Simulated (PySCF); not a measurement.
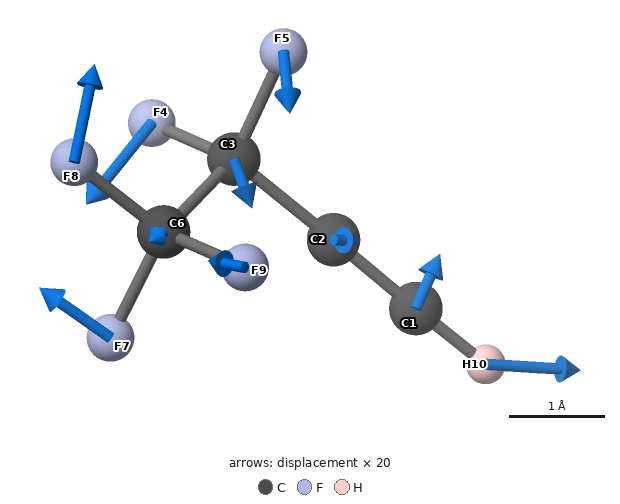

A relaxation of C4HF5. The starting structure is drawn; blue arrows show the displacements, magnified 20 times. The two geometries are superimposed by the best rigid fit.

The picture is a ball-and-stick view, seen from a free direction.

The start comes from GFN2-xTB. Its atoms were then displaced at random by about 0.01 Å.

The calculation used PBE0-D3(BJ)/def2-SVP geometry optimisation, gas phase (PySCF). 

Q: What happened in the run?

A: After 11 geometry steps the energy has fallen by 14.1 kJ/mol. The atom that moves furthest after the best rigid fit is F4 (0.065 Å). By element the largest moves are F 0.065 Å, H 0.056 Å, C 0.032 Å. Among the contacts that change: C1–H10 1.022 → 1.075 Å, C6–F9 1.355 → 1.325 Å, C1–C2 1.228 → 1.207 Å, C6–F7 1.340 → 1.326 Å. Bond angles that change, for instance: F4–C3–C6 110.3° → 107.4°, C2–C3–C6 110.0° → 112.2°. Cost: 2.4 min on 1 thread of Intel(R) Xeon(R) Platinum 8175M CPU @ 2.50GHz, on a shared host.
